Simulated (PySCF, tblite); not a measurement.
# C₄H₅F₂O₂S radical: geometry, infrared bands and EPR parameters

Aim: predict the infrared bands and EPR parameters of C₄H₅F₂O₂S radical (`[CH2][S@](=O)C(=C)OC(F)F`).

Programs: tblite 0.8.0 and PySCF 2.14.0, with density-fitted response routines of our own. Each step states its level of theory. These are calculated values for one molecule in the gas phase, unless marked as measured. Atoms are numbered from 0 throughout.

## 1. Starting geometry

14 atoms, charge 0, multiplicity 2; geometry from: force field or distance geometry start.

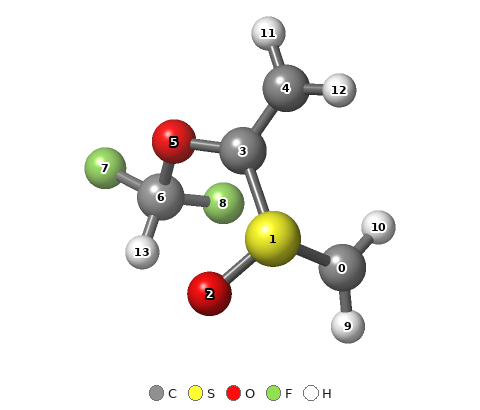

As it starts; carbon grey, sulfur yellow, oxygen red, fluorine green, hydrogen white, atoms numbered.

## 2. Geometry optimisation with GFN2-xTB

Job settings and geometry (Å):

```
{"job": {"kind": "relax", "xc": "GFN2-xTB", "basis": "xTB"}, "charge": 0, "multiplicity": 2}
C      1.819300     0.977400    -0.467500
S      1.389600    -0.746100    -0.426600
O      0.910200    -1.065300    -1.793700
C     -0.046100    -0.683700     0.648100
C      0.169800    -0.642600     1.984700
O     -1.346500    -0.824500     0.194500
C     -1.668800     0.046200    -0.883100
F     -3.021300     0.091500    -0.941900
F     -1.264600     1.303600    -0.580800
H      2.165300     1.435700    -1.377600
H      1.688800     1.632400     0.387800
H     -0.671200    -0.658300     2.668800
H      1.159700    -0.588500     2.418400
H     -1.284900    -0.278300    -1.853300
```

On the command line:

```console
> OMP_NUM_THREADS=1 python probes_run.py task.json out
```

This one command runs all jobs of the session in turn.

**Question.** This job is followed by: GFN2-xTB harmonic vibrations, gas phase; UKS B3LYP, pcH-1 on C F H O S, non-relativistic, mean-field spin-orbit, GIAO. What will the session give for the following? strongest single infrared mode (GFN2-xTB); zero-point energy (GFN2-xTB); g(iso) (B3LYP); ⟨S²⟩; largest a(iso) (averaged by class); potential on the surface of density 0.002 e/bohr³, 1st and 99th percentile.

**Answer**, as computed:

```
                                                                  quantity                  value
                                 strongest single infrared mode (GFN2-xTB)  1158 cm⁻¹, 439 km/mol
                                              zero-point energy (GFN2-xTB)          53.0 kcal/mol
                                                            g(iso) (B3LYP)                2.00237
                                                                      ⟨S²⟩     0.756 (exact 0.75)
                                        largest a(iso) (averaged by class)   13C on C0, 115.0 MHz
potential on the surface of density 0.002 e/bohr³, 1st and 99th percentile     -1.58 V and 1.57 V
```

What this shows: Over 83 steps the energy fell by 0.343 eV; of the close pairs, S1–C3 changed most, 1.794 to 1.882 Å. All 36 modes are real, so the xTB geometry is a minimum. The strongest single mode, at 1158 cm⁻¹, is carried by O2, C3, O5, S1. Unscaled tight-binding wavenumbers are off by several per cent, some by more. Its intensities can rank the bands wrongly. C0 carries the largest spin population, 0.94 e. The isotropic g lies 0.1 ppt above the free-electron value. These values are for one conformer; the search (at its own cheap level) found 2 more, at 0.67, 1.43 kcal/mol, and measured spectra average over such forms.
